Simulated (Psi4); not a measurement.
**A workflow on SiH2O2F (SMILES O[Si](O)F)**

Wanted: a structure relaxation (UPBE0-D4/def2-SVP), then vibrational wavenumbers of SiH2O2F. 

The calculation is run with Psi4 1.11.

## Step 1: Starting point

SiH2O2F: 6 atoms, total charge 0, spin state doublet. As SMILES, `O[Si](O)F`. Geometry: relaxed at PBE0-D4/def2-TZVP. This is one conformer, not always the lowest. The run starts from this shape.

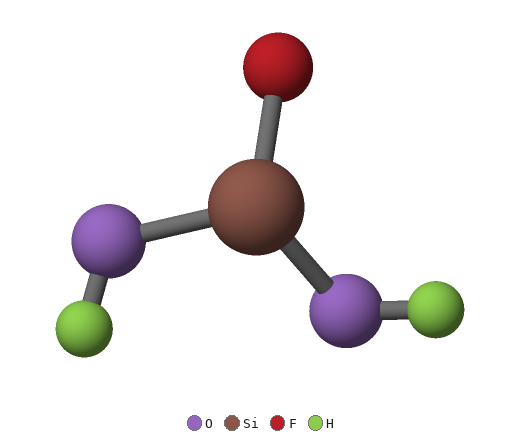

Viewed from a chosen angle; oxygen purple, silicon brown, fluorine red, hydrogen green.

## Step 2: A structure relaxation at UPBE0-D4/def2-SVP (density fitting) (run 1)

fh2o2si.inp

```
memory 1600 mb

molecule geom {
  0 2
  O     -0.887300     1.032000    -0.626300
  Si     0.382900     0.026200    -0.446500
  O      0.346300    -0.560700     1.083400
  F      0.159400    -1.133900    -1.516300
  H     -1.051600     1.658800     0.081100
  H      1.092300    -1.086600     1.378500
}

set basis def2-SVP
set reference uks
set geom_maxiter 60

e_tot = optimize("pbe0-d4")
```

The run is started by

```
$ psi4 -n 1 fh2o2si.inp fh2o2si.out
```

fh2o2si.out:

```text
[...]
  Running in c1 symmetry.
[...]
  Nuclear repulsion =  177.531812318365184
[...]
  Multiplicity = 2
[...]
  Nalpha       = 21
  Nbeta        = 20
[...]
    Number of basis functions: 70
[...]
   @DF-UKS iter   1:  -540.14355185197792   -2.78876e-01   1.23479e-02 DIIS/ADIIS
[...]
   @DF-UKS iter   7:  -540.41898793240898   -9.09495e-13   4.93260e-09 DIIS
[...]
   @S^2 Observed:                7.515665301E-01
[...]
    Orbital Energies [Eh]
    ---------------------
    Alpha Occupied:
       1A    -66.321558     2A    -24.754621     3A    -19.230993
       4A    -19.225663     5A     -5.402768     6A     -3.741528
       7A     -3.740464     8A     -3.739393     9A     -1.185350
      10A     -1.042597    11A     -1.022856    12A     -0.601892
      13A     -0.548992    14A     -0.505666    15A     -0.452150
      16A     -0.440312    17A     -0.414386    18A     -0.400040
      19A     -0.366851    20A     -0.360624    21A     -0.233045
    Alpha Virtual:
      22A      0.052566    23A      0.056338    24A      0.080942
      25A      0.126379    26A      0.180244    27A      0.224199
[...]
  @DF-UKS Final Energy:  -540.41898793240898
   => Energetics <=
    Nuclear Repulsion Energy =            175.4114762801631286
    One-Electron Energy =               -1098.1714828909730386
    Two-Electron Energy =                 419.4739455519231797
    DFT Exchange-Correlation Energy =     -37.1299812251876276
    Empirical Dispersion Energy =          -0.0029456483346376
    VV10 Nonlocal Energy =                  0.0000000000000000
    Total Energy =                       -540.4189879324089816
[...]
 Multipole Moments:
 ------------------------------------------------------------------------------------
     Multipole            Electronic (a.u.)      Nuclear  (a.u.)        Total (a.u.)
 ------------------------------------------------------------------------------------
 L = 1.  Multiply by 2.5417464519 to convert [e a0] to [Debye]
 Dipole X            :          0.7863424           -0.1691927            0.6171497
 Dipole Y            :         -1.4065594            1.7800631            0.3735038
 Dipole Z            :         -2.3593212            3.2003637            0.8410425
 Magnitude           :                                                    1.1080304
[...]
  -Total Gradient:
     Atom            X                  Y                   Z
    ------   -----------------  -----------------  -----------------
       1        0.000035323355    -0.000084248298    -0.000045649197
       2        0.000019460052     0.000086220418     0.000104039826
       3        0.000002969751    -0.000013902798    -0.000066052817
       4        0.000159206040    -0.000014675131    -0.000082472099
       5       -0.000059341085    -0.000056156329    -0.000045996876
       6        0.000000946146     0.000008768611     0.000015506877
[...]
    Final optimized geometry and variables:
    Molecular point group: c1
    Full point group: C1
    Geometry (in Angstrom), charge = 0, multiplicity = 2:
    O           -0.962406787736     1.201997647081    -0.228469475964
    SI           0.325717180749     0.189911805574    -0.044157362661
    O            0.281693818694    -0.408133426526     1.501139741935
    F            0.098007885064    -0.995177355532    -1.127086068468
    H           -1.120671145338     1.824597976591     0.488245667057
    H            1.034730503425    -0.935711979267     1.785929415525
    Psi4 run time: 0:00:59.17
[...]
```

On the terminal:

```text
Optimizer: Optimization complete!
```

Wall time 61 s (1 thread of AMD EPYC 7R43 (Zen 3), shared host); peak memory 0.46 GiB.

Step by step:

```csv
step,energy from the first frame kept (eV),largest force (eV/Å)
0,0.0000,1.0161
1,-0.0235,0.2837
2,-0.0254,0.0304
3,-0.0256,0.0184
4,-0.0256,0.0141
5,-0.0256,0.0093
```

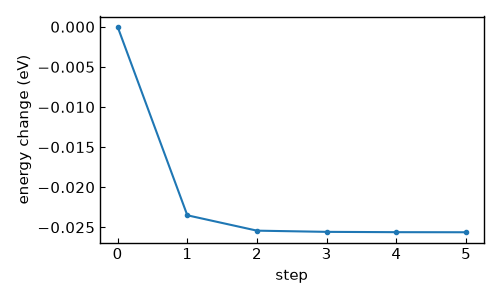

Energy along the run.

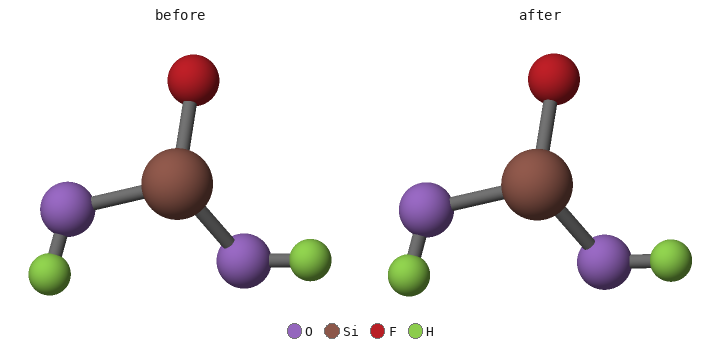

Before and after, at one scale.

After the run. Bond lengths: O1–Si2 1.649 Å, Si2–O3 1.658 Å, Si2–F4 1.621 Å, O1–H5 0.962 Å, O3–H6 0.963 Å. Angles: O1–Si2–O3 107.8°, O1–Si2–F4 105.3°, O3–Si2–F4 110.8°, Si2–O1–H5 116.3°, Si2–O3–H6 116.9°.

## Step 3: Vibrational wavenumbers at UPBE0-D4/def2-SVP (density fitting) (run 2)

calc.inp

```
memory 1.6 GB

molecule system {
  0 2
  O     -1.69900929     1.97522111    -1.19053691
  Si     0.73519228     0.06265576    -0.84223771
  O      0.65199898    -1.06748550     2.07795041
  F      0.30488274    -2.17683788    -2.88867693
  H     -1.99808680     3.15176460     0.16385815
  H      2.07503267    -2.06446532     2.61612551
  units au
}

set {
  basis def2-SVP
  reference uks
  t 298.15
  rotational_symmetry_number 1
}

frequency("pbe0-d4")
```

The run is started by

```
$ psi4 -i calc.inp -o calc.out -n 1
```

calc.out (excerpt; [...] marks lines left out):

```text
[...]
  Running in c1 symmetry.
[...]
  Nuclear repulsion =  175.411472415642123
[...]
  Multiplicity = 2
[...]
  Nalpha       = 21
  Nbeta        = 20
[...]
    Number of basis functions: 70
[...]
   @DF-UKS iter   1:  -540.14494889649018   -3.39591e-01   1.23049e-02 ADIIS/DIIS
[...]
   @DF-UKS iter  12:  -540.41898555787145   -1.13687e-11   9.71926e-09 DIIS
[...]
   @S^2 Observed:                7.515667482E-01
[...]
  @DF-UKS Final Energy:  -540.41898555787145
   => Energetics <=
    Nuclear Repulsion Energy =            175.4105003984412008
    One-Electron Energy =               -1098.1698307920955813
    Two-Electron Energy =                 419.4730141032319466
    DFT Exchange-Correlation Energy =     -37.1297235647677439
    Empirical Dispersion Energy =          -0.0029457026812092
    VV10 Nonlocal Energy =                  0.0000000000000000
    Total Energy =                       -540.4189855578714514
[...]
 Multipole Moments:
[...]
  -Total Gradient:
     Atom            X                  Y                   Z
    ------   -----------------  -----------------  -----------------
       1        0.000289289054    -0.001036876963    -0.001103058515
       2        0.000054178268     0.000063193080     0.000150378019
       3        0.000404654582    -0.000306934889     0.000131665709
       4        0.000154162071    -0.000008689531    -0.000076843297
       5       -0.000290307493     0.000860519404     0.001014663385
       6       -0.000447395787     0.000351908961    -0.000240852874
[...]
  ==> Harmonic Vibrational Analysis <==
[...]
  Freq [cm^-1]                 127.5976            239.4185            300.1904
[...]
  IR activ [km/mol]            97.9494             95.1532             16.0269
[...]
  Freq [cm^-1]                 325.9159            389.3110            766.6744
[...]
  IR activ [km/mol]            40.0129             54.0770             199.7888
[...]
  Freq [cm^-1]                 776.2457            807.3233            947.1561
[...]
  IR activ [km/mol]            134.5765            81.6341             166.4268
[...]
  Freq [cm^-1]                 962.6043           3924.7160           3928.0531
[...]
  IR activ [km/mol]            114.4003            153.3039            102.7607
[...]
  Total E_0, Enthalpy at 0 [K]                                                         -540.38824359 [Eh]
[...]
  Total H, Enthalpy at  298.15 [K]                                                     -540.38181552 [Eh]
[...]
```

On the terminal:

```text
Warning: used thermodynamics relations inappropriate for low-frequency modes: ['127.5976' '239.4185' '300.1904' '325.9159' '389.3110']
```

Run time: 5.4 min. Hardware: 1 thread of AMD EPYC 7R43 (Zen 3), shared host; peak memory 0.46 GiB.

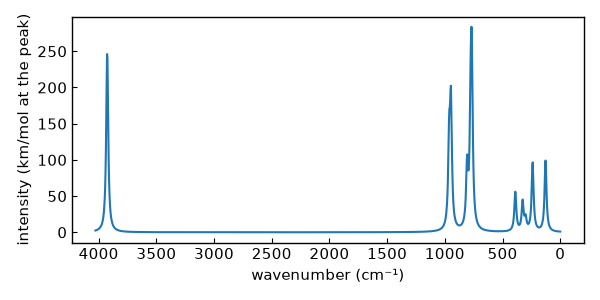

Harmonic infrared spectrum, unscaled, lines broadened by 10 cm⁻¹.

## Step 4: Results

| quantity | value |
| --- | --- |
| run 1, UPBE0-D4/def2-SVP: total energy at the end | -540.41899 Eh |
| run 1, UPBE0-D4/def2-SVP: dipole moment | 2.82 D |
| run 1, UPBE0-D4/def2-SVP: HOMO energy (highest over α and β) | -6.34 eV |
| run 1, UPBE0-D4/def2-SVP: LUMO energy (lowest over α and β) | -2.30 eV |
| run 1, UPBE0-D4/def2-SVP: dispersion energy | -7.73 kJ/mol |
| run 1, UPBE0-D4/def2-SVP: ⟨S²⟩ | 0.752 |
| run 2, UPBE0-D4/def2-SVP: lowest harmonic wavenumber | 128 cm⁻¹ |
| run 2, UPBE0-D4/def2-SVP: highest harmonic wavenumber | 3928 cm⁻¹ |
| run 2, UPBE0-D4/def2-SVP: zero-point energy | 80.7 kJ/mol |
| run 2, UPBE0-D4/def2-SVP: ideal-gas entropy at 298.15 K (symmetry number 1 as used) | 74.7 cal/(mol K) |

**Reading.** The optimisation (run 1, UPBE0-D4/def2-SVP) took 6 steps and changed the energy by -0.026 eV. All 12 modes (run 2, UPBE0-D4/def2-SVP) are real, so the shape is a minimum at this level.
